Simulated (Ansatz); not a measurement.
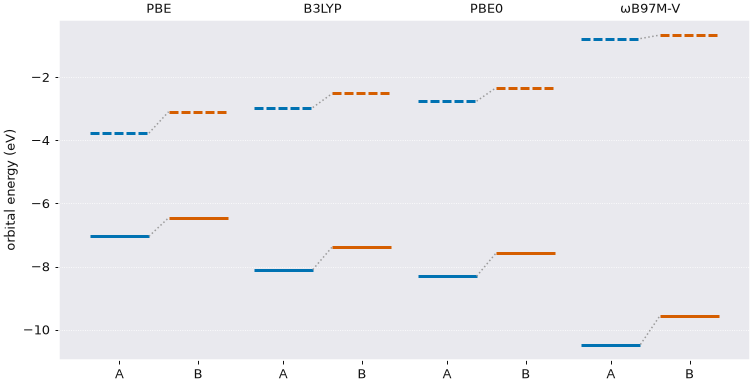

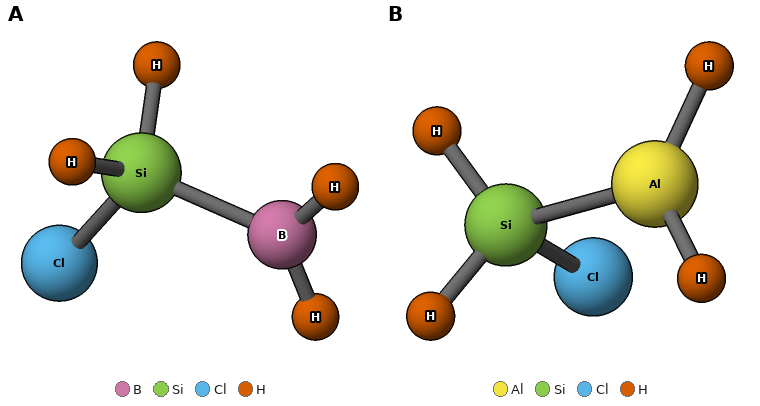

One change: A, BSiH₄Cl (SMILES B[SiH2]Cl), becomes B, AlSiH₄Cl (SMILES [AlH2][SiH2]Cl). BH₂ on Si is replaced by AlH₂. HOMO (solid) and LUMO (dashed) computed in def2-TZVPP at PBE0-D4/def2-TZVP geometries, both minima by their frequencies, gas phase, the Ansatz code 0.2.0.

Question: What does the change do to HOMO and LUMO?

Answer: PBE: the HOMO rises by 0.59 eV, the LUMO rises by 0.68 eV, and the separation goes from 3.27 to 3.36 eV. B3LYP: the HOMO rises by 0.73 eV, the LUMO rises by 0.45 eV, and the separation goes from 5.13 to 4.86 eV. PBE0: the HOMO rises by 0.74 eV, the LUMO rises by 0.43 eV, and the separation goes from 5.55 to 5.23 eV. ωB97M-V: the HOMO rises by 0.92 eV, the LUMO rises by 0.11 eV, and the separation goes from 9.69 to 8.89 eV.

Question: Do the functionals agree on the effect?

Answer: They agree on the direction for both levels; the HOMO shift lies between 0.59 and 0.92 eV and the LUMO shift between 0.11 and 0.68 eV, while the separations themselves differ by up to 6.4 eV between functionals.
